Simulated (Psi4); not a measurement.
# U-r2SCAN/cc-pVTZ run of SiH2Cl (chlorosilyl radical)

Aim: the vertical ionisation energy of SiH2Cl (chlorosilyl radical) at U-r2SCAN/cc-pVTZ, from 2 runs. 

Program for the calculation: Psi4 1.11.

1 further run of the same task is left out (set aside as unsound or not needed).

## Step 1: Starting point

SiH2Cl: 4 atoms, total charge 0, spin state doublet. SMILES: `[SiH2]Cl`. Geometry: relaxed at GFN2-xTB.

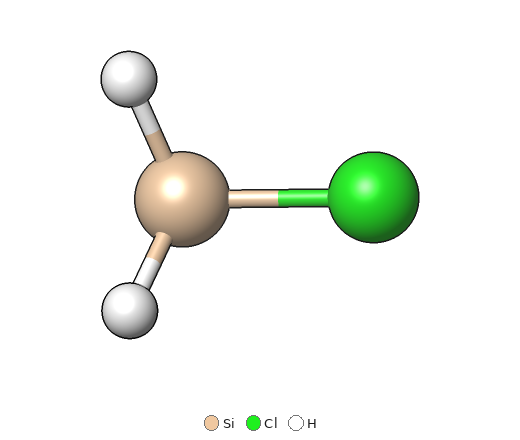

Viewed from a chosen angle; silicon light orange, chlorine green, hydrogen white.

## Step 2: Energy and gradient at U-r2SCAN/cc-pVTZ

Contents of clh2si.inp:

```
memory 1.6 GB

molecule {
  0 2
  Si    -0.283580     0.237700     0.131590
  Cl     1.597690    -0.059610     0.811090
  H     -1.065000    -0.978280     0.263310
  H     -0.249110     0.800200    -1.205980
  symmetry c1
}

set basis cc-pVTZ
set reference uks
set puream true
set e_convergence 1e-09
set d_convergence 1e-08
set scf_type pk
set dft_radial_points 99
set dft_spherical_points 590
set maxiter 200

e, wfn = gradient('r2scan', return_wfn=True)
oeprop(wfn, 'MAYER_INDICES', 'MULLIKEN_CHARGES', 'DIPOLE', title='R2SCAN')
```

Launch:

```bash
$ psi4 -i clh2si.inp -o clh2si.out -n 1
```

clh2si.out:

```text
[...]
  Running in c1 symmetry.
[...]
  Nuclear repulsion =   78.978688451799243
[...]
  Multiplicity = 2
[...]
  Nalpha       = 17
  Nbeta        = 16
[...]
    Number of basis functions: 96
[...]
   @UKS iter   1:  -750.80377125121345   -1.42195e-01   3.53954e-03 ADIIS/DIIS
[...]
   @UKS iter  12:  -750.85742734278699   -2.16005e-12   3.03959e-09 DIIS
[...]
   @S^2 Observed:                7.539245788E-01
[...]
    Orbital Energies [Eh]
    ---------------------
    Alpha Occupied:
       1A   -101.224993     2A    -65.876152     3A     -9.379508
       4A     -7.122087     5A     -7.117623     6A     -7.116508
       7A     -5.242695     8A     -3.587800     9A     -3.585142
      10A     -3.581717    11A     -0.804430    12A     -0.515803
      13A     -0.379874    14A     -0.371282    15A     -0.334535
      16A     -0.302922    17A     -0.200883
    Alpha Virtual:
      18A     -0.021163    19A      0.023268    20A      0.033519
      21A      0.127285    22A      0.159203    23A      0.161412
      24A      0.189729    25A      0.200346    26A      0.226538
[...]
  @UKS Final Energy:  -750.85742734278699
   => Energetics <=
    Nuclear Repulsion Energy =             78.9786884517992434
    One-Electron Energy =               -1194.8087615935692156
    Two-Electron Energy =                 414.8381866766321764
    DFT Exchange-Correlation Energy =     -49.8655408776490532
    Empirical Dispersion Energy =           0.0000000000000000
    VV10 Nonlocal Energy =                  0.0000000000000000
    Total Energy =                       -750.8574273427869912
[...]
  -Total Gradient:
     Atom            X                  Y                   Z
    ------   -----------------  -----------------  -----------------
       1        0.009296880439    -0.013083268525    -0.010500589919
       2       -0.014101919140     0.003286602595    -0.003943154396
       3        0.005890264014     0.011881084813     0.001448470193
       4       -0.000477854570    -0.002260183106     0.013116126396
[...]
 Multipole Moments:
 ------------------------------------------------------------------------------------
     Multipole            Electronic (a.u.)      Nuclear  (a.u.)        Total (a.u.)
 ------------------------------------------------------------------------------------
 L = 1.  Multiply by 2.5417464519 to convert [e a0] to [Debye]
 Dipole X            :          3.0648975           -3.4048088           -0.3399113
 Dipole Y            :          0.1780448           -0.1734506            0.0045942
 Dipole Z            :          1.9119413           -2.0930649           -0.1811236
 Magnitude           :                                                    0.3851838
[...]
  Mulliken Charges: (a.u.)
   Center  Symbol    Alpha    Beta     Spin     Total
       1    SI     7.33133  6.45923  0.87209  0.20944
       2    CL     8.62652  8.55504  0.07148 -0.18156
       3     H     0.52111  0.49282  0.02829 -0.01392
       4     H     0.52105  0.49291  0.02814 -0.01396
   Total alpha = 17.00000, Total beta = 16.00000, Total charge =  0.00000
  Mayer Bond Indices:
  Total Bond Index:
  Irrep: 1 Size: 4 x 4
[...]
```

It took 88 s on 1 thread of Intel Xeon Platinum 8259CL at 2.50GHz (Skylake/Cascade Lake), shared host; peak memory 1.1 GiB.

## Step 3: The singlet cation: a single-point energy at r2SCAN/cc-pVTZ

Contents of clh2si.xyz:

```xyz
4
ClH2Si
Si    -0.283580     0.237700     0.131590
Cl     1.597690    -0.059610     0.811090
H     -1.065000    -0.978280     0.263310
H     -0.249110     0.800200    -1.205980
```

Contents of clh2si_ase.py:

```python
import numpy as np
from ase.calculators.psi4 import Psi4
from ase.io import read

atoms = read('clh2si.xyz')
calc = Psi4(atoms=atoms, method='r2scan', basis='cc-pVTZ', memory='1600MB', num_threads=1, charge=1, multiplicity=1, label='clh2si')
calc.psi4.set_options({'puream': True, 'e_convergence': 1e-09, 'd_convergence': 1e-08, 'scf_type': 'pk', 'dft_radial_points': 99, 'dft_spherical_points': 590})
atoms.calc = calc

print(f'energy: {atoms.get_potential_energy():.6f} eV')
```

Launch:

```bash
$ python clh2si_ase.py
```

clh2si.dat:

```text
[...]
  Running in c1 symmetry.
[...]
  Nuclear repulsion =   78.978688451799243
[...]
  Multiplicity = 1
[...]
  Nalpha       = 16
  Nbeta        = 16
[...]
    Number of basis functions: 96
[...]
   @RKS iter   1:  -750.51453412177511    1.47042e-01   2.61590e-03 DIIS/ADIIS
[...]
   @RKS iter  11:  -750.53837474103818   -1.81899e-12   1.88930e-09 DIIS
[...]
    Orbital Energies [Eh]
    ---------------------
    Doubly Occupied:
       1A   -101.485810     2A    -66.191022     3A     -9.636899
       4A     -7.380196     5A     -7.375867     6A     -7.372509
       7A     -5.552539     8A     -3.900593     9A     -3.892363
      10A     -3.888677    11A     -1.048752    12A     -0.767455
      13A     -0.624951    14A     -0.619621    15A     -0.570884
      16A     -0.539149
[...]
  @RKS Final Energy:  -750.53837474103818
   => Energetics <=
    Nuclear Repulsion Energy =             78.9786884517992434
    One-Electron Energy =               -1185.8931757576508517
    Two-Electron Energy =                 405.9231008655874575
    DFT Exchange-Correlation Energy =     -49.5469883007739824
    Empirical Dispersion Energy =           0.0000000000000000
    VV10 Nonlocal Energy =                  0.0000000000000000
    Total Energy =                       -750.5383747410381829
[...]
 Multipole Moments:
 ------------------------------------------------------------------------------------
     Multipole            Electronic (a.u.)      Nuclear  (a.u.)        Total (a.u.)
 ------------------------------------------------------------------------------------
 L = 1.  Multiply by 2.5417464519 to convert [e a0] to [Debye]
 Dipole X            :          1.7508014           -3.4048088           -1.6540074
 Dipole Y            :          0.5618366           -0.1734506            0.3883860
 Dipole Z            :          1.6502343           -2.0930649           -0.4428306
 Magnitude           :                                                    1.7557571
[...]
```

On the terminal:

```text
energy: -20423.189441 eV
```

It took 37 s on 1 thread of Intel Xeon Platinum 8259CL at 2.50GHz (Skylake/Cascade Lake), shared host; peak memory 1.1 GiB.

## Step 4: Outcome

At U-r2SCAN/cc-pVTZ:

```
                                          quantity          value
                      doublet SiH2Cl: total energy  -750.85743 Eh
                     doublet SiH2Cl: dipole moment         0.98 D
doublet SiH2Cl: HOMO energy (highest over α and β)       -5.47 eV
 doublet SiH2Cl: LUMO energy (lowest over α and β)       -2.92 eV
                              doublet SiH2Cl: ⟨S²⟩          0.754
          doublet SiH2Cl: largest force on an atom     0.986 eV/Å
                      singlet cation: total energy  -750.53837 Eh
                       singlet cation: HOMO energy      -14.67 eV
                       singlet cation: LUMO energy      -11.52 eV
                     singlet cation: HOMO–LUMO gap        3.15 eV
vertical ionisation energy (to the singlet cation)       8.682 eV
```

The vertical ionisation energy comes to 8.68 eV (200 kcal/mol). The largest force (doublet SiH2Cl) is 0.99 eV/Å: the shape isn't a stationary point for this species at this level. Only the singlet of the ionised species was computed; a triplet could lie lower.
